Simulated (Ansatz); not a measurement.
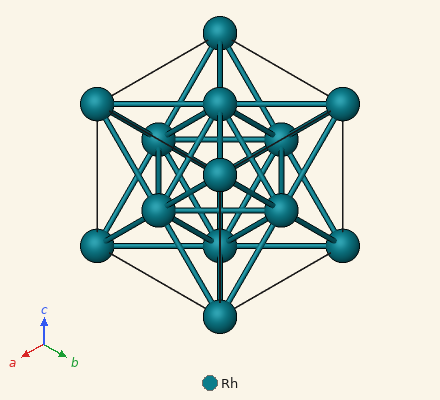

Rh (Fm-3m, No. 225): the input geometry of a calculation.

```xyz
4
Lattice="3.9017 0.0000 0.0000 0.0000 3.9017 0.0000 0.0000 0.0000 3.9017" Properties=species:S:1:pos:R:3 pbc="T T T"
Rh    0.0000    0.0000    0.0000
Rh    0.0000    1.9508    1.9508
Rh    1.9508    0.0000    1.9508
Rh    1.9508    1.9508    0.0000
```

**What will an iDPC-like image along [111] show? Simulated as the projected potential of neutral atoms (B = 0.5 Å²) blurred by a 0.70 Å probe, the thin-sample limit of integrated differential phase contrast. Shot noise and a slight drift were added.**

The columns repeat on a hexagonal net with a repeat of 1.59 Å (plane group p6mm). All columns are alike (Rh). The shortest distance between visible columns is 1.59 Å in projection. Along the beam the structure repeats every 6.76 Å.

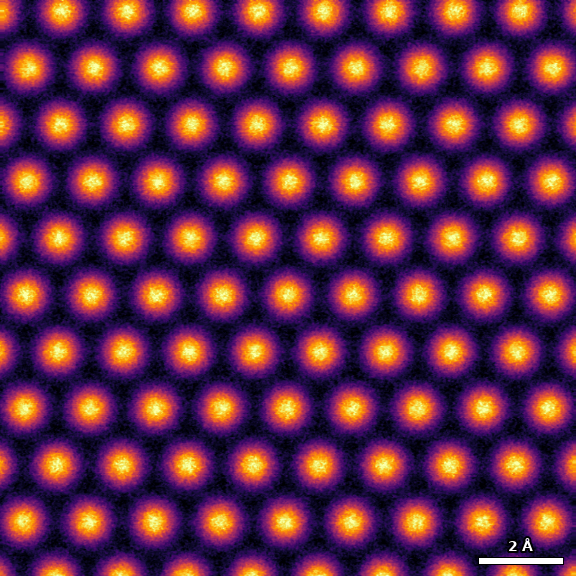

The simulated image.
